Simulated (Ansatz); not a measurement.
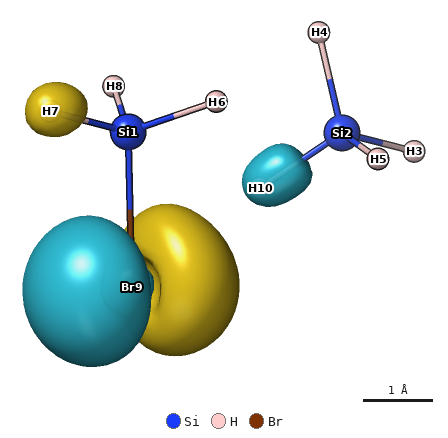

*BrH$_{3}$Si···SiH$_{4}$. The HOMO at ±0.15 Å⁻³ᐟ² (yellow and cyan are the two phases), seen at a tilt.*

Not at a stationary point (largest force 0.7 eV/Å).

Level of theory: RKS PBE-D4/def2-SVP in Ansatz.

Input file:

```
crystal:
  periodic: [false, false, false]
  atoms:
    - { symbol: Si, position_ang: [0.0, 0.0, 0.0] }
    - { symbol: Si, position_ang: [0.0, 0.0, 2.57] }
    - { symbol: H, position_ang: [-1.3148, -0.4067, 3.0574] }
    - { symbol: H, position_ang: [1.0096, -0.9353, 3.0574] }
    - { symbol: H, position_ang: [0.3052, 1.342, 3.0574] }
    - { symbol: H, position_ang: [1.3768, 0.0, -0.4862] }
    - { symbol: H, position_ang: [-0.6877, 1.1914, -0.4862] }
    - { symbol: H, position_ang: [-0.6877, -1.1914, -0.4862] }
    - { symbol: Br, position_ang: [-2.4768, 0.0, 0.823] }
    - { symbol: H, position_ang: [-1.4588, 0.0, 2.0917] }
basis:
  gaussian: { orbitals: def2-SVP }
hamiltonian:
  xc: pbe
  dispersion: d4
relax:
  f_tol: 0.15
  max_steps: 25
  restrain:
    - { distance: [0, 8], at: 2.31, k: 30.0 }
    - { distance: [9, 1], at: 1.46, k: 30.0 }
    - { distance: [0, 1], at: 3.42, k: 30.0 }
    - { distance: [9, 8], at: 2.75, k: 30.0 }
output:
  orbitals: {}
```

Run with:

```sh
ansatz run input.yaml --threads 2 --pin off --max-ram 3072MiB --backend cpu --events-out ev --progress --plain --runs-dir out
```

The fields are those of the run's last geometry, not of the input's.

> Where does this orbital lie, and at what energy?

By Hirshfeld shares it lies mainly on Br9 (about 80 %); largely a lone pair of Br9. Its energy is −6.88 eV.
